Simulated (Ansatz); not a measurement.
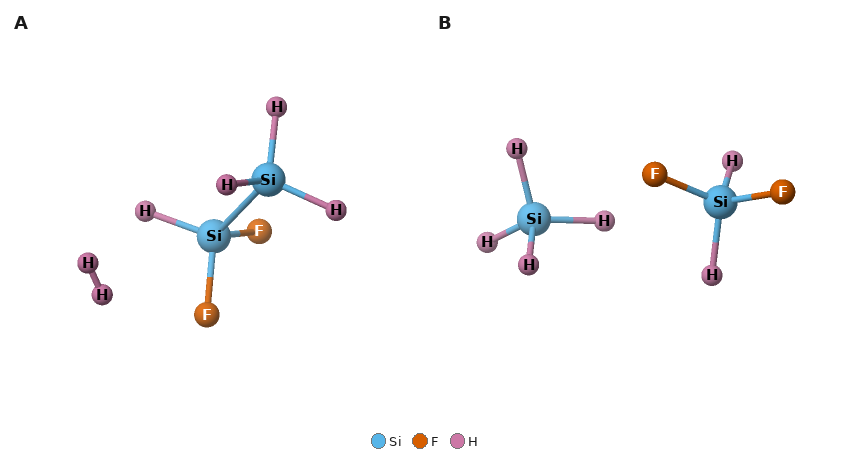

2 stationary structures of one formula. Geometries: PBE0-D4/def2-TZVP. Electronic energies: CCSD(T)/CBS (MP2 limit from def2-TZVPP and def2-QZVPP plus CCSD(T) − MP2) (Ansatz 0.2.0), without zero-point energy. No frequency run is at hand to confirm each as a minimum. Each is one conformer, not always the lowest.

### Which is lowest in energy, and by how much?

B is lowest (a minimum); A lies 0.367 eV above it.

Give E(B) − E(A) in eV at these levels too: ωB97M-V/def2-SVP; B3LYP-D4/6-31G; ωB97M-V/def2-TZVPP; B2PLYP (frozen core)/def2-TZVPP; ωB97X-V/def2-TZVPP; PBE-D4/def2-TZVPP; SPW92 (LDA)/def2-TZVPP; PBE-D4/def2-SVP.

| level | E(B) − E(A) (eV) |
| --- | --- |
| ωB97M-V/def2-SVP | −0.482 |
| B3LYP-D4/6-31G | +0.014 |
| ωB97M-V/def2-TZVPP | −0.407 |
| B2PLYP (frozen core)/def2-TZVPP | −0.413 |
| ωB97X-V/def2-TZVPP | −0.360 |
| PBE-D4/def2-TZVPP | −0.190 |
| SPW92 (LDA)/def2-TZVPP | −0.243 |
| PBE-D4/def2-SVP | −0.250 |
